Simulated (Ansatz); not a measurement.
# CH6AlFSi (SMILES C[SiH2][AlH][F]): the electronic atomisation energy, rung by rung

CH6AlFSi: 10 atoms, total charge 0, spin state singlet. As SMILES, `C[SiH2][AlH][F]`. The shape is that of a PBE0-D4/def2-TZVP optimisation. This is one conformer, not always the lowest.

Quantity: the electronic atomisation energy, in eV. The values are calculated. Electronic energies at fixed atoms, without zero-point motion or spin-orbit coupling.

| level | kind | program | value (eV) | less CCSD(T)/6-31G* | CPU time (all runs) |
| --- | --- | --- | --- | --- | --- |
| HF/6-31G* (spherical functions) | Hartree–Fock | Ansatz | 26.31 | -4.95 | 2.6 s |
| SVWN5/6-31G* (spherical functions) | LDA | Ansatz | 38.47 | +7.21 | 6.5 s |
| PBE/6-31G* (spherical functions) | GGA | Ansatz | 34.48 | +3.22 | 11 s |
| r2SCAN/6-31G* (spherical functions) | meta-GGA | Ansatz | 34.51 | +3.25 | 23 s |
| PBE0/6-31G* (spherical functions) | global hybrid | Ansatz | 34.11 | +2.85 | 11 s |
| CAM-B3LYP/6-31G* (spherical functions) | range-separated hybrid | Ansatz | 34.51 | +3.25 | 12 s |
| RPA@PBE/6-31G* (spherical functions) | RPA | Ansatz | 30.34 | -0.92 | 16 s |
| BCCD(T)/6-31G* (spherical functions) | coupled cluster or CI | Ansatz | 31.27 | +0.01 | 15 s |
| CCSD(T)/6-31G* (spherical functions) | coupled cluster or CI | Ansatz | 31.26 | 0.00 | 12 s |
| CCSD/6-31G* (spherical functions) | coupled cluster or CI | Ansatz | 31.07 | -0.19 | 9.7 s |

CCSD(T)/6-31G* (spherical functions) is the highest level here, not the true value. Correlated wave functions underbind in double-zeta sets. The values span 26.31 to 38.47 eV. In so small a basis fixed costs decide the times, and correlated methods can beat functionals. Times are those of the runs behind each value, whatever else they computed, on shared processors of several kinds: orders of magnitude only.

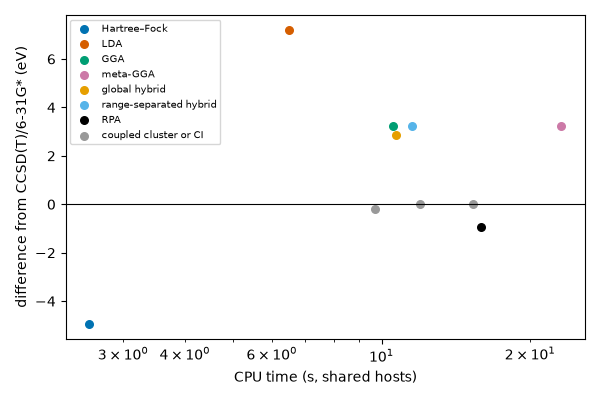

Difference from CCSD(T)/6-31G* against processor time, one point a level.
